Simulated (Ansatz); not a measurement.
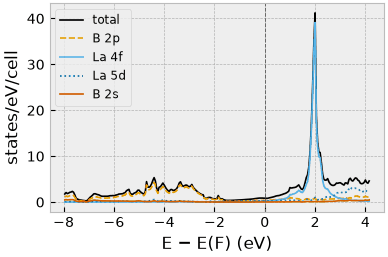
Figure: Total and projected density of states of LaB6 in space group Pm-3m (No. 221; La on 1a, B on 6f), DFT-PBEsol in the program Ansatz with PAW potentials

### Question
Which orbitals carry the states next to the Fermi level?

### Answer
Within 0.5 eV of the Fermi level: B 2p 44 %, La 5d 30 %, La 4f 23 %. Projections are on Löwdin-orthogonalised atomic valence shells; empty p or d shells of many metals are not among them.

### Question
Where is the tallest occupied peak in this window, and what makes it?

### Answer
Near -4.4 eV, about 5.3 states/eV per cell; the largest projected share is B 2p.

The cell was relaxed with PBEsol under the symmetry of its start; of distortions, only those at the zone centre were tested. Scalar-relativistic: spin–orbit coupling is off unless named, which matters more the heavier the elements.

Potentials: the later of the program's two PAW sets.
